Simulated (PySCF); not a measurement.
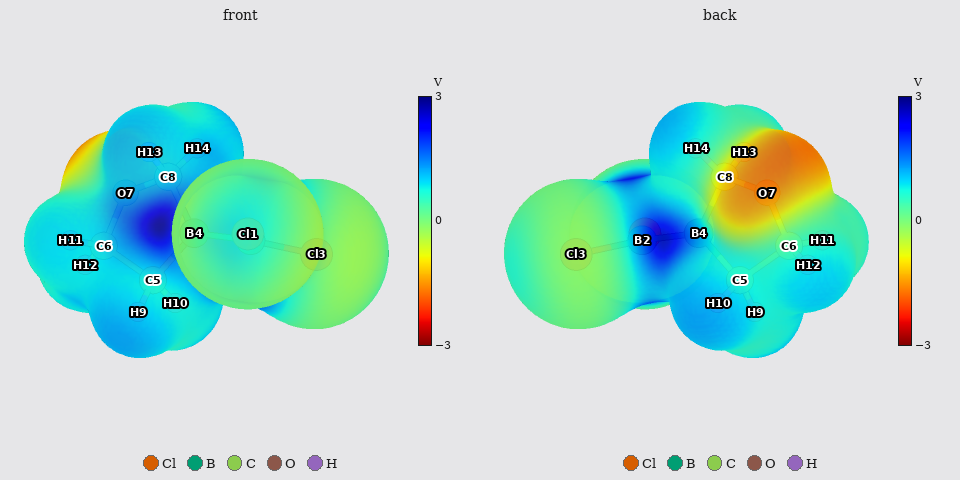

C₃H₆B₂Cl₂O (SMILES ClB(Cl)B1CCOC1). The electrostatic potential painted on the density surface at 0.004 e/bohr³, seen from the front and from behind; red is negative and blue positive.

Geometry: GFN2-xTB.

Theory: PySCF, B3LYP/def2-SVPD, SCF density, gas phase.

```xyz
14

Cl    3.0822    0.1470    1.7077
B     2.3016   -0.0246    0.1719
Cl    3.3486   -0.2877   -1.1809
B     0.6627    0.0575   -0.0041
C    -0.4020   -1.1117   -0.0308
C    -1.7518   -0.3710    0.0263
O    -1.5524    0.9055   -0.5377
C    -0.2387    1.3480   -0.2111
H    -0.3243   -1.8704    0.7456
H    -0.3073   -1.6350   -0.9868
H    -2.0729   -0.2714    1.0753
H    -2.5474   -0.8570   -0.5408
H    -0.2660    1.9208    0.7333
H     0.0669    2.0496   -0.9901
```

Q: Describe the electrostatic potential map.

A: The most negative region (about −1.7 V) lies over O7, the most positive (about +2.5 V) over B4. Cl1 shows a σ-hole: about +0.7 V at the tip opposite its bond, against about 0.0 V on its flanks. Cl3 shows a σ-hole: about +0.7 V at the tip opposite its bond, against about 0.0 V on its flanks. O7 is the likeliest acceptor of a hydrogen bond.
